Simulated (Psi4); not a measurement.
**SiHF2 (SMILES F[SiH]F) at USCS-OMP2/6-31G(d) (fitted SCF, Cartesian functions)**

What is the energy change on altering one bond length of SiHF2 at USCS-OMP2/6-31G* (fitted SCF, Cartesian functions)? 

Program for the calculation: Psi4 1.11.

5 further runs of the same task are left out: 2 that didn't finish, 3 set aside as unsound or not needed.

## (1) The molecule

SiHF2 has 4 atoms, charge 0, and is taken as a doublet. SMILES: `F[SiH]F`. The shape is that of a GFN2-xTB optimisation.

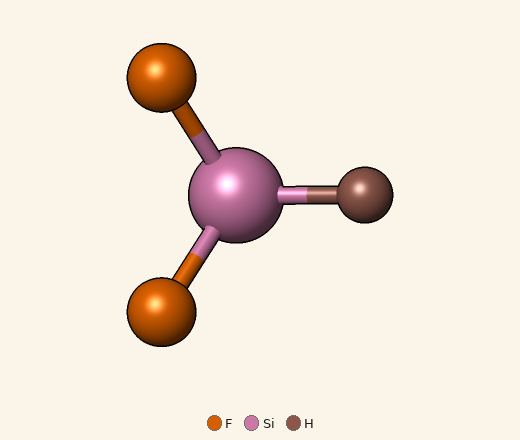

Viewed from a chosen angle; fluorine orange, silicon pink, hydrogen brown.

## (2) A single-point energy at USCS-OMP2/6-31G(d) (fitted SCF, Cartesian functions)

f2hsi.json reads:

```json
{
  "schema_name": "qcschema_input",
  "schema_version": 1,
  "molecule": {
    "schema_name": "qcschema_molecule",
    "schema_version": 2,
    "symbols": ["F", "Si", "F", "H"],
    "geometry": [2.31859947, 1.23395336, -0.77531683, -0.05302572, -0.64796819, -0.56897764, -2.33229998, 1.35349744, -0.47768497, 0.06672623, -1.93948261, 1.82197944],
    "molecular_charge": 0,
    "molecular_multiplicity": 2,
    "fix_symmetry": "c1",
    "fix_com": true,
    "fix_orientation": true
  },
  "driver": "energy",
  "model": {
    "method": "scs-omp2",
    "basis": "6-31G*"
  },
  "keywords": {
    "reference": "uhf",
    "scf_type": "df",
    "mp2_type": "conv"
  }
}
```

Command:

```sh
$ psi4 --qcschema f2hsi.json -n 1 --memory 1600MB
```

stdout:

```text
[...]
  Running in c1 symmetry.
[...]
  Nuclear repulsion =  109.410123187225224
[...]
  Multiplicity = 2
[...]
  Nalpha       = 17
  Nbeta        = 16
[...]
    Number of basis functions: 51
[...]
   @DF-UHF iter   1:  -488.38326920065714   -8.39137e-01   7.82518e-03 ADIIS/DIIS
[...]
   @DF-UHF iter  13:  -488.44783527695188   -7.95808e-13   3.23561e-09 DIIS
[...]
   @S^2 Observed:                7.532328758E-01
[...]
    Orbital Energies [Eh]
    ---------------------
    Alpha Occupied:
       1A    -68.863315     2A    -26.293663     3A    -26.293648
       4A     -6.213114     5A     -4.323590     6A     -4.316767
       7A     -4.315199     8A     -1.598314     9A     -1.575779
      10A     -0.795605    11A     -0.703524    12A     -0.690607
      13A     -0.686461    14A     -0.650859    15A     -0.625098
      16A     -0.587451    17A     -0.382997
    Alpha Virtual:
      18A      0.120610    19A      0.161322    20A      0.250067
      21A      0.283271    22A      0.358368    23A      0.472163
      24A      0.510804    25A      0.784563    26A      0.794448
[...]
  @DF-UHF Final Energy:  -488.44783527695188
   => Energetics <=
    Nuclear Repulsion Energy =            109.4101231872252242
    One-Electron Energy =                -898.4551531575739318
    Two-Electron Energy =                 300.5971946933967729
    Total Energy =                       -488.4478352769518779
  UHF NO Occupations:
  HONO-2 :   15  A 1.9997886
  HONO-1 :   16  A 1.9987488
[...]
 Multipole Moments:
 ------------------------------------------------------------------------------------
     Multipole            Electronic (a.u.)      Nuclear  (a.u.)        Total (a.u.)
 ------------------------------------------------------------------------------------
 L = 1.  Multiply by 2.5417464519 to convert [e a0] to [Debye]
 Dipole X            :          0.7710735           -0.7989384           -0.0278649
 Dipole Y            :        -13.2185952           12.2760199           -0.9425752
 Dipole Z            :         17.3624250          -17.4207237           -0.0582987
 Magnitude           :                                                    0.9447874
[...]
	SCS-MP2 Total Energy (a.u.)        :  -488.85847078956135
	SOS-MP2 Total Energy (a.u.)        :  -488.85017139318796
[...]
	MP2 Total Energy (a.u.)            :  -488.88122034793133
[...]
	SCS-OMP2 Total Energy (a.u.)       :  -488.86346780589781
	SOS-OMP2 Total Energy (a.u.)       :  -488.82278363472159
[...]
	OMP2 Total Energy (a.u.)           :  -488.88122034770856
[...]
```

The result, in JSON:

```text
{
 "driver": "energy",
 "model": {
  "method": "scs-omp2",
  "basis": "6-31G*"
 },
 "success": true,
 "return_result": -488.8634678058978,
 "properties": {
  "calcinfo_nbasis": 51,
  "calcinfo_nmo": 51,
  "calcinfo_nalpha": 17,
  "calcinfo_nbeta": 16,
  "calcinfo_natom": 4,
  "nuclear_repulsion_energy": 109.41012318722522,
  "return_energy": -488.8634678058978,
  "scf_one_electron_energy": -898.4551531575739,
  "scf_two_electron_energy": 300.5971946933968,
  "scf_dipole_moment": [-0.02786490096237404, -0.9425752444959077, -0.05829874690221715],
  "scf_total_energy": -488.4478352769519,
  "scf_iterations": 13,
  "mp2_same_spin_correlation_energy": -0.11768311495738631,
  "mp2_opposite_spin_correlation_energy": -0.3092830861240025,
  "mp2_singles_energy": 0.0,
  "mp2_doubles_energy": -0.42696620108138883,
  "mp2_correlation_energy": -0.42723430535625084,
  "mp2_total_energy": -488.87506958230813
 }
}
```

Run time: 17 s. Hardware: 1 thread of Intel Xeon Platinum 8488C (Sapphire Rapids), shared host; peak memory 0.23 GiB.

## (3) The distorted shape at the same level

f2hsi.inp reads:

```
memory 1600 MB

molecule {
  0 2
  F      1.468207     0.441128    -0.419943
  Si     0.213197    -0.554742    -0.310753
  F     -1.234200     0.716240    -0.252780
  H      0.276567    -1.238182     0.954487
  units angstrom
  symmetry c1
  no_reorient
  no_com
}

set basis 6-31G*
set reference uhf
set scf_type df
set mp2_type conv

energy_value, wavefunction = energy("scs-omp2", return_wfn=True)
print_variables()
```

Command:

```sh
$ psi4 -n 1 f2hsi.inp f2hsi.out
```

f2hsi.out:

```text
[...]
  Running in c1 symmetry.
[...]
  Nuclear repulsion =  100.672972614680731
[...]
  Multiplicity = 2
[...]
  Nalpha       = 17
  Nbeta        = 16
[...]
    Number of basis functions: 51
[...]
   @DF-UHF iter   1:  -488.31369011032893   -1.04804e+00   8.80456e-03 ADIIS/DIIS
[...]
   @DF-UHF iter  14:  -488.40145780785559   -4.32010e-12   8.68393e-09 DIIS
[...]
   @S^2 Observed:                7.544199434E-01
[...]
    Orbital Energies [Eh]
    ---------------------
    Alpha Occupied:
       1A    -68.899763     2A    -26.316640     3A    -26.233558
       4A     -6.244393     5A     -4.354672     6A     -4.347204
       7A     -4.345414     8A     -1.607410     9A     -1.480545
      10A     -0.793362    11A     -0.694366    12A     -0.682643
      13A     -0.657600    14A     -0.589096    15A     -0.568917
      16A     -0.563407    17A     -0.410053
    Alpha Virtual:
      18A      0.093896    19A      0.136640    20A      0.227177
      21A      0.273012    22A      0.338034    23A      0.407267
      24A      0.472923    25A      0.744267    26A      0.765611
[...]
  @DF-UHF Final Energy:  -488.40145780785559
   => Energetics <=
    Nuclear Repulsion Energy =            100.6729726146807309
    One-Electron Energy =                -881.1869346235889680
    Two-Electron Energy =                 292.1125042010526727
    Total Energy =                       -488.4014578078555928
  UHF NO Occupations:
  HONO-2 :   15  A 1.9995292
  HONO-1 :   16  A 1.9984796
[...]
 Multipole Moments:
 ------------------------------------------------------------------------------------
     Multipole            Electronic (a.u.)      Nuclear  (a.u.)        Total (a.u.)
 ------------------------------------------------------------------------------------
 L = 1.  Multiply by 2.5417464519 to convert [e a0] to [Debye]
 Dipole X            :         -9.6569026           10.1428933            0.4859907
 Dipole Y            :         -4.0500862            2.6678057           -1.3822805
 Dipole Z            :         17.8187488          -17.8589739           -0.0402251
 Magnitude           :                                                    1.4657777
[...]
	SCS-MP2 Total Energy (a.u.)        :  -488.82021491617814
	SOS-MP2 Total Energy (a.u.)        :  -488.81199568611123
[...]
	MP2 Total Energy (a.u.)            :  -488.84466084081112
[...]
	SCS-OMP2 Total Energy (a.u.)       :  -488.82669572393183
	SOS-OMP2 Total Energy (a.u.)       :  -488.78497759408532
[...]
	OMP2 Total Energy (a.u.)           :  -488.84466084083704
[...]
```

Wall time 20 s (1 thread of Intel Xeon Platinum 8488C (Sapphire Rapids), shared host); peak memory 0.23 GiB.

## (4) Summary of results

Level: USCS-OMP2/6-31G* (fitted SCF, Cartesian functions).

| quantity | value |
| --- | --- |
| first shape: total energy | -488.86347 Eh |
| first shape: HOMO energy (Hartree–Fock orbitals) (highest over α and β) | -10.42 eV |
| first shape: LUMO energy (Hartree–Fock orbitals) (lowest over α and β) | 0.91 eV |
| first shape: correlation energy | -415.6 mEh |
| first shape: ⟨S²⟩ of the reference determinant | 0.753 |
| distorted shape: total energy | -488.82670 Eh |
| distorted shape: HOMO energy (Hartree–Fock orbitals) (highest over α and β) | -11.16 eV |
| distorted shape: LUMO energy (Hartree–Fock orbitals) (lowest over α and β) | 0.19 eV |
| distorted shape: correlation energy | -425.2 mEh |
| distorted shape: ⟨S²⟩ of the reference determinant | 0.754 |
| energy change with the Si2–F3 bond stretched from 1.606 to 1.927 Å | 1.001 eV |

With the Si2–F3 bond stretched from 1.606 to 1.927 Å the energy rises by 1.00 eV (97 kJ/mol). The first shape isn't relaxed at this level, so the change isn't measured from a minimum.
